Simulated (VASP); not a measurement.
# Fe: structure and properties in VASP, part 2 of 6

What structure does Fe take at this level, and what are its properties? Left out of this account: 1 further run (core levels: core levels are not valid at this level). The start is a cell from a database of measured crystal structures.

VASP 6.6.1, plane waves and PAW; the level of theory is named at each step.

So far, largest spin moment in the PAW sphere (μB): step 2 (magnetic order: ferromagnetic) 2.69; step 3 (magnetic order: antiferromagnetic, q = (0, 0, 1/2)) 2.67.

The database entry behind the starting cell differs from later determinations by our own check (an axis about 0.7 % long against later determinations), so it need not match the best structure at ambient conditions.

## (4) Magnetic order: antiferromagnetic, q = (1/2, 1/2, 1/2)

Level of this step: r2SCAN, spin-polarised from an antiferromagnetic start; plane waves and PAW (Fe) (VASP).

Next, a pattern with opposite moments, which needs a doubled cell; q is given in the reciprocal vectors of the primitive cell.

INCAR reads:

```
SYSTEM = Fe
PREC = Accurate
ENCUT = 400
EDIFF = 1E-06
NELM = 100
ISMEAR = 1
SIGMA = 0.2
LREAL = .FALSE.
ALGO = Normal
METAGGA = R2SCAN
LASPH = .TRUE.
NBANDS = 15
ISPIN = 2
MAGMOM = 3 -3
LMAXMIX = 4
LORBIT = 11
LWAVE = .FALSE.
LCHARG = .FALSE.
KPAR = 4
ISIF = 2
```

POSCAR reads:

```
Fe
1.0
   -2.8860000000      2.8860000000      2.8860000000
    0.0000000000      0.0000000000      2.8860000000
    0.0000000000      2.8860000000      0.0000000000
Fe
2
Direct
    0.0000000000      0.0000000000      0.0000000000
    0.5000000000      0.0000000000      0.0000000000
```

KPOINTS reads:

```
Automatic mesh
0
Gamma
11 11 11
0 0 0
```

PAW data sets: Fe (PBE family, release 64).

On the command line:

```bash
$ mpirun -np 4 vasp_std
```

What it wrote:

```text
[... set-up lines as in an earlier step ...]
 entering main loop
       N       E                     dE             d eps       ncg     rms          rms(c)
DAV:   1     0.573756842067E+02    0.57376E+02   -0.64146E+03  3520   0.116E+03
DAV:   2    -0.300078711919E+02   -0.87384E+02   -0.79233E+02  3367   0.231E+02
DAV:   3    -0.318704033553E+02   -0.18625E+01   -0.17896E+01  3941   0.486E+01
DAV:   4    -0.318842617505E+02   -0.13858E-01   -0.13855E-01  4116   0.355E+00
DAV:   5    -0.318845101041E+02   -0.24835E-03   -0.24835E-03  4088   0.484E-01    0.164E+01
DAV:   6    -0.274525049472E+02    0.44320E+01   -0.17100E+01  3738   0.907E+01    0.111E+01
DAV:   7    -0.272524646377E+02    0.20004E+00   -0.14983E+00  3857   0.259E+01    0.549E+00
DAV:   8    -0.272564363033E+02   -0.39717E-02   -0.38737E-02  3871   0.257E+00    0.242E+00
DAV:   9    -0.272495581169E+02    0.68782E-02   -0.18604E-02  4488   0.275E+00    0.490E-01
DAV:  10    -0.272502589214E+02   -0.70080E-03   -0.34735E-03  4058   0.721E-01    0.123E-01
DAV:  11    -0.272503419085E+02   -0.82987E-04   -0.11088E-04  4477   0.205E-01    0.903E-02
DAV:  12    -0.272503528095E+02   -0.10901E-04   -0.13430E-05  5371   0.738E-02    0.918E-02
DAV:  13    -0.272493907212E+02    0.96209E-03   -0.34268E-04  4598   0.354E-01    0.832E-02
DAV:  14    -0.272492553778E+02    0.13534E-03   -0.11459E-04  5382   0.226E-01    0.711E-02
DAV:  15    -0.272427944658E+02    0.64609E-02   -0.11219E-02  4754   0.227E+00    0.159E-01
DAV:  16    -0.272486062582E+02   -0.58118E-02   -0.14896E-03  4913   0.503E-01    0.785E-02
DAV:  17    -0.272503303300E+02   -0.17241E-02   -0.18765E-04  4017   0.229E-01    0.565E-02
DAV:  18    -0.272506180873E+02   -0.28776E-03   -0.35372E-04  4356   0.414E-01    0.646E-02
DAV:  19    -0.272503272468E+02    0.29084E-03   -0.42270E-04  5011   0.429E-01    0.656E-02
DAV:  20    -0.272500781157E+02    0.24913E-03   -0.13443E-04  5353   0.219E-01    0.443E-02
DAV:  21    -0.272499209028E+02    0.15721E-03   -0.77979E-05  4961   0.219E-01    0.338E-02
DAV:  22    -0.272497494343E+02    0.17147E-03   -0.29819E-05  5375   0.946E-02    0.200E-02
DAV:  23    -0.272496091884E+02    0.14025E-03   -0.51546E-06  3465   0.329E-02    0.123E-02
DAV:  24    -0.272495377766E+02    0.71412E-04   -0.16232E-06  3234   0.268E-02    0.103E-02
DAV:  25    -0.272495225798E+02    0.15197E-04   -0.84311E-07  1964   0.196E-02    0.103E-02
DAV:  26    -0.272495072082E+02    0.15372E-04   -0.35236E-06  4360   0.351E-02    0.103E-02
DAV:  27    -0.272495683838E+02   -0.61176E-04   -0.13843E-06  3095   0.280E-02    0.114E-02
DAV:  28    -0.272495841702E+02   -0.15786E-04   -0.11301E-06  2316   0.245E-02    0.114E-02
DAV:  29    -0.272495669246E+02    0.17246E-04   -0.59473E-07  2198   0.941E-03    0.105E-02
DAV:  30    -0.272495609645E+02    0.59600E-05   -0.20266E-07  1764   0.851E-03    0.101E-02
DAV:  31    -0.272495739666E+02   -0.13002E-04   -0.13589E-06  3726   0.255E-02    0.998E-03
DAV:  32    -0.272495626937E+02    0.11273E-04   -0.99471E-07  1854   0.178E-02    0.906E-03
DAV:  33    -0.272495631714E+02   -0.47763E-06   -0.13315E-06  3644   0.236E-02
   1 F= -.27249563E+02 E0= -.27249755E+02  d E =0.576374E-03  mag=    -0.0000
```

It took 59 s on 4 MPI ranks of Intel Xeon 6975P-C (Granite Rapids), shared host; peak memory 0.59 GiB.

From OUTCAR (step 4):

```text
  LATTYP: Found a simple cubic cell.
 ALAT       =     2.8860000000

The static configuration has the point symmetry O_h .

 Found     56 irreducible k-points:

   k-points           NKPTS =     56   k-points in BZ     NKDIM =     56   number of bands    NBANDS=     15

   dimension x,y,z NGX =    36 NGY =   20 NGZ =   20
   dimension x,y,z NGXF=    72 NGYF=   40 NGZF=   40

   ENCUT  =  400.0 eV  29.40 Ry    5.42 a.u.   8.15  4.71  4.71*2*pi/ulx,y,z

   NELECT =      16.0000    total number of electrons

 E-fermi :   5.8961

 spin component 1
 k-point     1 :       0.0000    0.0000    0.0000
  band No.  band energies     occupation
    ...
      2       0.7199      1.00000
      3       0.7200      1.00000
      4       2.9942      1.00000
      5       2.9943      1.00000
      6       2.9943      1.00000
      7       5.9620      0.23700
      8       5.9623      0.23598
      9       7.0032     -0.00000
     10       7.0032     -0.00000
     11       7.0034     -0.00000
    ...

 k-point     2 :       0.0909    0.0000    0.0000
  band No.  band energies     occupation
    ...
      2       0.7772      1.00000
      3       0.7822      1.00000
      4       2.9714      1.00000
      5       2.9714      1.00000
      6       3.0215      1.00000
      7       5.9040      0.46671
      8       5.9789      0.18062
      9       6.8650     -0.00000
     10       6.8652     -0.00000
     11       6.9730     -0.00000
    ...

 k-point     3 :       0.1818    0.0000    0.0000
  band No.  band energies     occupation
    ...
      3       0.9471      1.00000
      4       2.9096      1.00000
      5       2.9096      1.00000
      6       3.0958      1.00000
      7       5.7396      0.98539
      8       5.9955      0.13147
      9       6.5272     -0.00004
     10       6.5274     -0.00004
     11       6.8895     -0.00000
     12      12.0569      0.00000
    ...

 k-point     4 :       0.2727    0.0000    0.0000
  band No.  band energies     occupation
    ...
      4       2.8302      1.00000
      5       2.8302      1.00000
      6       3.1985      1.00000
      7       5.5022      1.00881
      8       5.8884      0.53251
      9       6.1395     -0.03545
     10       6.1396     -0.03545
     11       6.7746     -0.00000
     12      10.0982      0.00000
     13      17.8596      0.00000
    ...

  Total       -0.0482407     -0.0482407     -0.0482407      0.0000000     -0.0000000      0.0000000
  in kB       -3.2154015     -3.2154015     -3.2154015      0.0000000     -0.0000000      0.0000000
  external PRESSURE =      -3.2154015 kB  Pullay stress =       0.0000000 kB

  energy-cutoff  :      400.00
  volume of cell :       24.04
      direct lattice vectors                 reciprocal lattice vectors
    -2.886000000  2.886000000  2.886000000    -0.346500347  0.000000000  0.000000000
     0.000000000  0.000000000  2.886000000     0.346500347  0.000000000  0.346500347
     0.000000000  2.886000000  0.000000000     0.346500347  0.346500347  0.000000000

 POSITION                                       TOTAL-FORCE (eV/Angst)
 -----------------------------------------------------------------------------------
      0.00000      0.00000      0.00000        -0.000000     -0.000000     -0.000000
     -1.44300      1.44300      1.44300         0.000000      0.000000      0.000000
 -----------------------------------------------------------------------------------
    total drift:                               -0.000000     -0.000000      0.000000

  FREE ENERGIE OF THE ION-ELECTRON SYSTEM (eV)
  ---------------------------------------------------
  free  energy   TOTEN  =       -27.2495631714 eV

  energy  without entropy=      -27.2501395458  energy(sigma->0) =      -27.24975530

 total charge
# of ion       s       p       d       tot
------------------------------------------
    1        0.496   0.570   6.091   7.157
    2        0.496   0.570   6.091   7.157
--------------------------------------------------
tot          0.992   1.141  12.182  14.315

 magnetization (x)
# of ion       s       p       d       tot
------------------------------------------
    1        0.064   0.057   2.602   2.723
    2       -0.064  -0.057  -2.602  -2.723
--------------------------------------------------
tot          0.000   0.000   0.000   0.000

[... 1 part as in an earlier step ...]

[... 6 further parts left out ...]
```

This step gave:

| Item | Value |
| --- | --- |
| SCF cycles | 33 |
| irreducible k-points | 56 |
| symmetry operations | 48 |
| free energy (TOTEN) | -27.25 eV |
| energy at zero smearing | -27.25 eV |
| Fermi energy | 5.896 eV |
| pressure | -0.3215 GPa |

Spin moment in the PAW sphere by atom:

```
atom  spin moment in the PAW sphere (μB)
 Fe1                                2.72
 Fe2                               -2.72
```

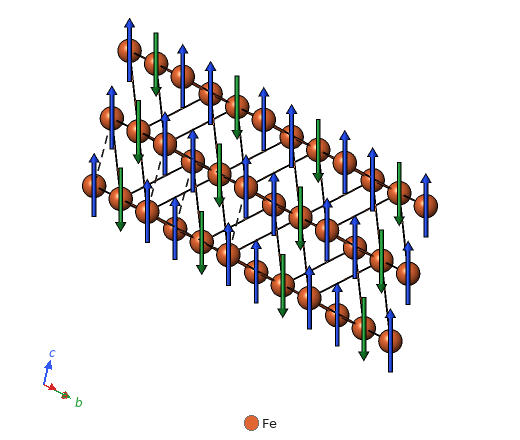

Spin moment in the PAW sphere as arrows, the longest 2.72 μB. Up and down stand for the sign. Arrows give size and sign along the axis of quantisation, drawn up and down the page. The two directions have two colours. 1×3×2 cells are drawn. Some periodic images of atoms are drawn too.

The energy lies +732.4 meV an atom from the first pattern. The run ends antiferromagnetic with a largest moment of 2.72 μB, and the mesh shows no gap.

## (5) The orders side by side

This step: collinear orders at r2SCAN; plane waves and PAW (VASP 6.6.1).

This step runs nothing: it gathers the runs above.

Patterns, by row:

| start | atoms | energy less that of the first (meV/atom) | largest site moment (μB) | end state |
| --- | --- | --- | --- | --- |
| ferromagnetic | 1 | 0 | 2.69 | ferromagnetic |
| antiferromagnetic, q = (0, 0, 1/2) | 2 | 370.2 | 2.67 | antiferromagnetic |
| antiferromagnetic, q = (1/2, 1/2, 1/2) | 2 | 732.4 | 2.72 | antiferromagnetic |

The session goes on in the lowest magnetic state found: ferromagnetic. The next one lies 370.2 meV an atom higher.

## (6) Full relaxation (r2SCAN)

This step: r2SCAN, spin-polarised from a ferromagnetic start (one magnetic atom a cell); plane waves and PAW (Fe) (VASP 6.6.1).

System of this step: Fe. It takes space group Im-3m (No. 229, cubic). The conventional cell has a = 2.886 Å, b = 2.886 Å, c = 2.886 Å, α = 90.00°, β = 90.00°, γ = 90.00°. Nearest to Fe lie 8 Fe at 2.50 Å.

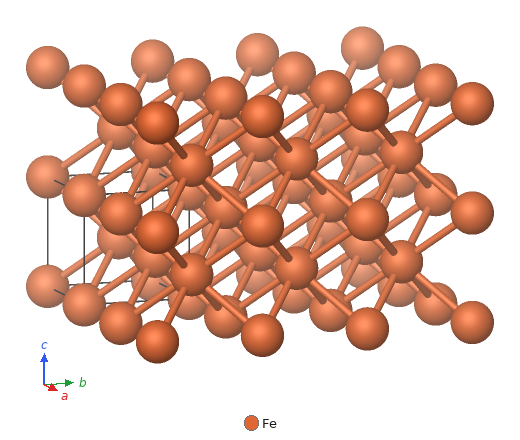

The cell of this step (iron orange). 3×3×2 conventional cells are drawn. Some periodic images of atoms are drawn too.

Properties are meant for the cell that this level of theory prefers, so cell and atoms are relaxed first (ISIF = 3) until forces and stress are small; EDIFFG sets the threshold.

Changes to INCAR since step 4:

```diff
@@ -11,5 +11,5 @@
 LASPH = .TRUE.
-NBANDS = 15
+NBANDS = 12
 ISPIN = 2
-MAGMOM = 3 -3
+MAGMOM = 2.69
 LMAXMIX = 4
@@ -19,2 +19,5 @@
 KPAR = 4
-ISIF = 2
+IBRION = 2
+NSW = 60
+ISIF = 3
+EDIFFG = -0.01
```

POSCAR reads:

```
Fe
1.0
   -1.4430000000      1.4430000000      1.4430000000
    1.4430000000     -1.4430000000      1.4430000000
    1.4430000000      1.4430000000     -1.4430000000
Fe
1
Direct
    0.0000000000      0.0000000000      0.0000000000
```

KPOINTS is that of step 4.

On the command line:

```bash
$ mpirun -np 4 vasp_std
```

What it wrote:

```text
[banner, memory and clock lines left out]
running    4 mpi-ranks, on    1 nodes
 distrk:  each k-point on    1 cores,    4 groups
 distr:  one band on    1 cores,    1 groups

 POSCAR found type information on POSCAR Fe
 POSCAR found :  1 types and       1 ions
 [... a notice as in an earlier step ...]

 LDA part: xc-table for (None), standard interpolation
 POSCAR, INCAR and KPOINTS ok, starting setup
 FFT: planning ... GRIDC
 FFT: planning ... GRID_SOFT
 FFT: planning ... GRID
 WAVECAR not read
 entering main loop
       N       E                     dE             d eps       ncg     rms          rms(c)
DAV:   1     0.128711208426E+02    0.12871E+02   -0.34622E+03  2908   0.688E+02
DAV:   2    -0.150327758732E+02   -0.27904E+02   -0.25500E+02  2804   0.124E+02
DAV:   3    -0.157516551140E+02   -0.71888E+00   -0.71644E+00  3164   0.235E+01
DAV:   4    -0.157546957711E+02   -0.30407E-02   -0.30404E-02  3008   0.136E+00
DAV:   5    -0.157547185075E+02   -0.22736E-04   -0.22736E-04  3108   0.124E-01    0.115E+01
DAV:   6    -0.143896670697E+02    0.13651E+01   -0.15904E+01  3204   0.528E+01    0.806E+00
DAV:   7    -0.143376429387E+02    0.52024E-01   -0.15413E+00  3208   0.140E+01    0.470E+00
DAV:   8    -0.143623977665E+02   -0.24755E-01   -0.74676E-02  3412   0.187E+00    0.225E+00
DAV:   9    -0.143522014010E+02    0.10196E-01   -0.69005E-02  3044   0.184E+00    0.602E-01
DAV:  10    -0.143564534282E+02   -0.42520E-02   -0.31045E-02  3124   0.138E+00    0.175E-01
DAV:  11    -0.143570791168E+02   -0.62569E-03   -0.10470E-03  3012   0.292E-01    0.741E-02
DAV:  12    -0.143570790147E+02    0.10206E-06   -0.24048E-05  3316   0.523E-02    0.366E-02
DAV:  13    -0.143570891141E+02   -0.10099E-04   -0.48036E-05  2976   0.523E-02    0.832E-03
DAV:  14    -0.143570874984E+02    0.16157E-05   -0.78296E-07  1948   0.924E-03    0.166E-03
DAV:  15    -0.143570871141E+02    0.38431E-06   -0.76827E-08  1452   0.240E-03
   1 F= -.14357087E+02 E0= -.14357244E+02  d E =-.143571E+02  mag=     2.6073
 curvature:   0.00 expect dE= 0.000E+00 dE for cont linesearch  0.000E+00
 trial: gam= 0.00000 g(F)=  0.733E-65 g(S)=  0.297E-01 ort = 0.000E+00 (trialstep = 0.100E+01)
 search vector abs. value=  0.297E-01
 bond charge predicted
       N       E                     dE             d eps       ncg     rms          rms(c)
DAV:   1    -0.146537166287E+02   -0.29663E+00   -0.59415E+00  3048   0.353E+01    0.532E+00
DAV:   2    -0.143589153187E+02    0.29480E+00   -0.19957E+00  3084   0.179E+01    0.520E+00
DAV:   3    -0.143603220505E+02   -0.14067E-02   -0.61845E-02  3080   0.298E+00    0.209E+00
DAV:   4    -0.143566122270E+02    0.37098E-02   -0.32532E-03  3148   0.681E-01    0.478E-01
DAV:   5    -0.143536341754E+02    0.29781E-02   -0.49203E-03  3196   0.429E-01    0.646E-02
DAV:   6    -0.143537968375E+02   -0.16266E-03   -0.33706E-04  2860   0.121E-01    0.438E-02
DAV:   7    -0.143537960197E+02    0.81784E-06   -0.68021E-05  2988   0.903E-02    0.300E-02
DAV:   8    -0.143537957440E+02    0.27566E-06   -0.26882E-05  3004   0.479E-02    0.688E-03
DAV:   9    -0.143537962256E+02   -0.48152E-06   -0.31381E-06  2832   0.125E-02
   2 F= -.14353796E+02 E0= -.14354139E+02  d E =0.329089E-02  mag=     2.6108
 trial-energy change:    0.003291  1 .order    0.004779   -0.029695    0.039252
 step:   0.4629(harm=  0.4307)  dis= 0.00000  next Energy=   -14.364107 (dE=-0.702E-02)
 bond charge predicted
       N       E                     dE             d eps       ncg     rms          rms(c)
DAV:   1    -0.144542315599E+02   -0.10044E+00   -0.17650E+00  3056   0.202E+01    0.287E+00
DAV:   2    -0.143695831043E+02    0.84648E-01   -0.72238E-01  3088   0.103E+01    0.306E+00
DAV:   3    -0.143661804991E+02    0.34026E-02   -0.30244E-02  3080   0.219E+00    0.116E+00
DAV:   4    -0.143649964583E+02    0.11840E-02   -0.94968E-04  3108   0.445E-01    0.302E-01
DAV:   5    -0.143641508193E+02    0.84564E-03   -0.10738E-03  2988   0.284E-01    0.680E-02
DAV:   6    -0.143641759204E+02   -0.25101E-04   -0.40718E-05  2964   0.772E-02    0.297E-02
DAV:   7    -0.143641809846E+02   -0.50642E-05   -0.75590E-06  2972   0.242E-02    0.628E-03
DAV:   8    -0.143641839076E+02   -0.29231E-05   -0.24280E-06  2264   0.103E-02    0.266E-03
DAV:   9    -0.143641837543E+02    0.15329E-06   -0.49936E-07  1396   0.572E-03
   3 F= -.14364184E+02 E0= -.14364348E+02  d E =-.709664E-02  mag=     2.6078
 curvature:  -0.21 expect dE=-0.187E-07 dE for cont linesearch -0.187E-07
 trial: gam=-0.00171 g(F)=  0.120E-62 g(S)=  0.871E-07 ort = 0.509E-04 (trialstep = 0.893E+00)
 search vector abs. value=  0.100E-09
 reached required accuracy - stopping structural energy minimisation
```

It took 18 s on 4 MPI ranks; peak memory 0.5 GiB.

Parts of OUTCAR (step 6):

```text
   NELECT =       8.0000    total number of electrons

 E-fermi :   5.5483

 spin component 1
 k-point     1 :       0.0000    0.0000    0.0000
  band No.  band energies     occupation
    ...
      2       2.5176      1.00000
      3       2.5179      1.00000
      4       2.5179      1.00000
      5       3.7327      1.00000
      6       3.7327      1.00000
      7      31.3226      0.00000
      8      31.3228      0.00000
      9      31.3228      0.00000
     10      36.2221      0.00000
     11      36.2221      0.00000
    ...

 k-point     2 :       0.0909    0.0000    0.0000
  band No.  band energies     occupation
    ...
      2       2.4335      1.00000
      3       2.5141      1.00000
      4       2.6945      1.00000
      5       3.6541      1.00000
      6       3.7396      1.00000
      7      29.0422      0.00000
      8      30.7039      0.00000
      9      30.9645      0.00000
     10      34.9625      0.00000
     11      35.3224      0.00000
    ...

  Total       -0.0007760     -0.0007760     -0.0007760      0.0000000      0.0000000      0.0000000
  in kB       -0.1066441     -0.1066441     -0.1066441      0.0000000      0.0000000      0.0000000
  external PRESSURE =      -0.1066441 kB  Pullay stress =       0.0000000 kB

 POSITION                                       TOTAL-FORCE (eV/Angst)
 -----------------------------------------------------------------------------------
      0.00000      0.00000      0.00000         0.000000     -0.000000      0.000000
 -----------------------------------------------------------------------------------
    total drift:                                0.000000      0.000000     -0.000000

  FREE ENERGIE OF THE ION-ELECTRON SYSTEM (eV)
  ---------------------------------------------------
  free  energy   TOTEN  =       -14.3641837543 eV

  energy  without entropy=      -14.3646761847  energy(sigma->0) =      -14.36434790

 reached required accuracy - stopping structural energy minimisation

 magnetization (x)
# of ion       s       p       d       tot
------------------------------------------
    1       -0.014  -0.122   2.813   2.677

[... 7 parts as in an earlier step ...]

[... 15 further parts left out ...]
```

CONTCAR:

```
Fe
   1.00000000000000
    -1.4284040397802571    1.4284040397802571    1.4284040397802571
     1.4284040397802571   -1.4284040397802571    1.4284040397802571
     1.4284040397802571    1.4284040397802571   -1.4284040397802571
  Fe
     1
Direct
     0.0000000000000000    0.0000000000000000    0.0000000000000000
```

The magnetic order is the lowest of the few collinear ones tried above; longer or canted patterns were not tried. The run keeps the 48 symmetry operations of its start, so it cannot find a distortion of lower symmetry.

Step by step:

```
step  energy less that of the first step (eV)  largest force (eV/Å)  pressure (GPa)  volume (Å³)
   1                                   0.0000                0.0000           -6.04        12.02
   2                                   0.0033                0.0000            8.53        11.25
   3                                  -0.0071                0.0000           -0.01        11.66
```

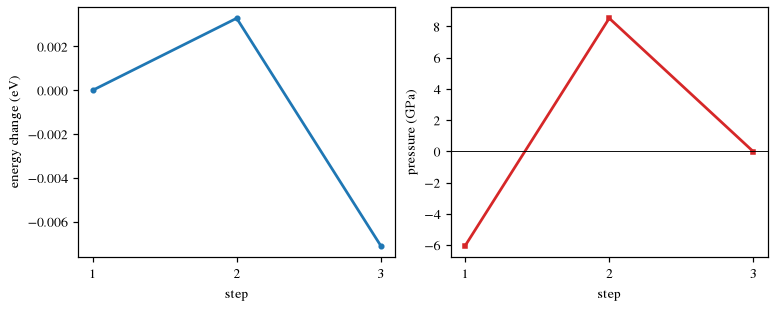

Energy and pressure along the relaxation.

```csv
"conventional cell, symmetrised",before,after,change
a (Å),2.886,2.857,-1.0 %
b (Å),2.886,2.857,-1.0 %
c (Å),2.886,2.857,-1.0 %
volume (Å³/atom),12.02,11.66,-3.0 %
```

Final coordinates:

```
Fe
1.0
    -1.42840    1.42840    1.42840
     1.42840   -1.42840    1.42840
     1.42840    1.42840   -1.42840
Fe
1
Direct
  0.00000 0.00000 0.00000
```

Numbers from this step:

```yaml
electrons: 8
bands: 12
free_energy_toten: -14.36 eV
energy_at_zero_smearing: -14.36 eV
fermi_energy: 5.548 eV
pressure: -0.01066 GPa
moment_of_the_cell_from_the_last_line_of_the_log: 2.608 μB
scf_cycles_over_all_ionic_steps: 33
```

Spin moment in the PAW sphere by atom:

```csv
atom,spin moment in the PAW sphere (μB)
Fe1,2.68
```

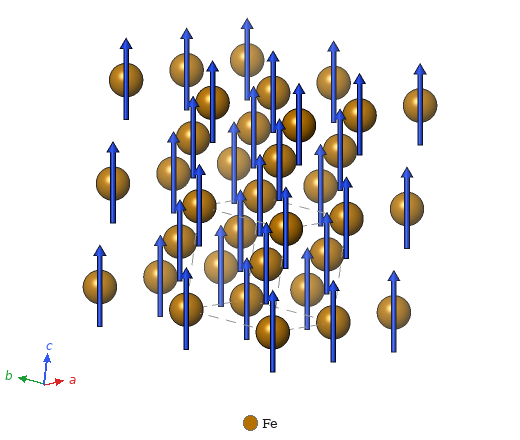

Spin moment in the PAW sphere as arrows, the longest 2.68 μB. Up and down stand for the sign. Arrows give size and sign along the axis of quantisation, drawn up and down the page. 2×2×2 conventional cells are drawn. Some periodic images of atoms are drawn too.

It ends with forces that vanish by symmetry and a pressure of -0.01 GPa.

(Part 2 of 6 ends here.)

[Lines on the potential files, build, host, timing and source positions are cut from VASP's logs without a mark.]

[Logs are printed without paths, hosts, clocks, repeated set-up lines and the standing remarks that a program may print on its own settings, such as how far it seeks lower states.]

[Hosts, paths, dates, database ids (printed as entryN), source tags and the programs' standing remarks are cut or masked in the printed files.]

[Measured values are set beside computed ones only where the two were judged alike; some that the calculation misses by far are left out.]
